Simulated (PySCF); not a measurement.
Input file:

```
{"job": {"kind": "nmr", "xc": "PBE0", "basis": "pcSseg-1"}, "charge": 0, "multiplicity": 1}
C      2.329346     1.662927    -0.637126
C      2.155066     0.527221    -0.284766
B      1.877116    -0.908931     0.184920
O      2.786551    -1.871696    -0.085088
O      0.758557    -1.264118     0.875621
C     -0.283896    -0.369770     1.187806
C     -1.243214    -0.194088     0.010034
C     -2.391315     0.743587     0.357057
H      2.500308     2.651837    -0.952133
H      2.535339    -2.735284     0.243379
H      0.127409     0.606550     1.474488
H     -0.814071    -0.798256     2.045590
H     -0.676973     0.202425    -0.835565
H     -1.633134    -1.173665    -0.274325
H     -2.963204     0.353522     1.195810
H     -2.012216     1.726226     0.627497
H     -3.058668     0.853544    -0.493647
```

Run with:

```sh
OMP_NUM_THREADS=1 python probes_run.py task.json out
```

Geometry: GFN2-xTB.

Computed with PBE0/pcSseg-1, SCF density, gas phase, non-relativistic in PySCF.

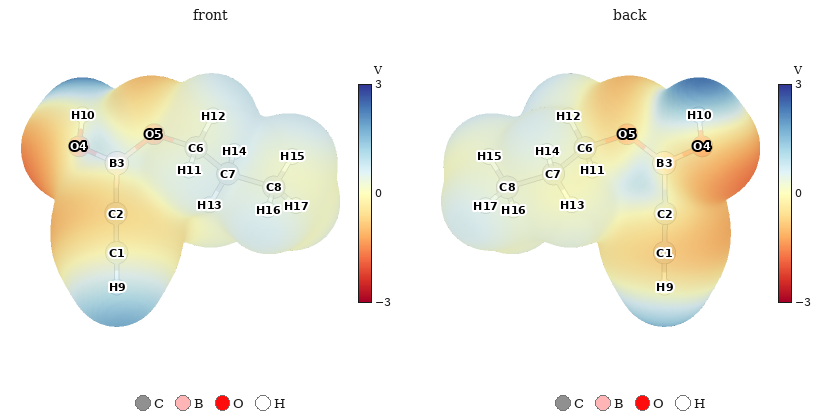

C5H9BO2 (SMILES C#CB(O)OCCC). The molecular electrostatic potential painted on the density surface at 0.002 e/bohr³, seen from the front and from behind; red is negative and blue positive.

Q: Describe the electrostatic potential map.

A: The most negative region (about −1.6 V) lies over O4, the most positive (about +2.2 V) over H10. O4 is the likeliest acceptor of a hydrogen bond.

Q: What dipole moment does the calculation give?

A: Its dipole moment is 1.92 D.
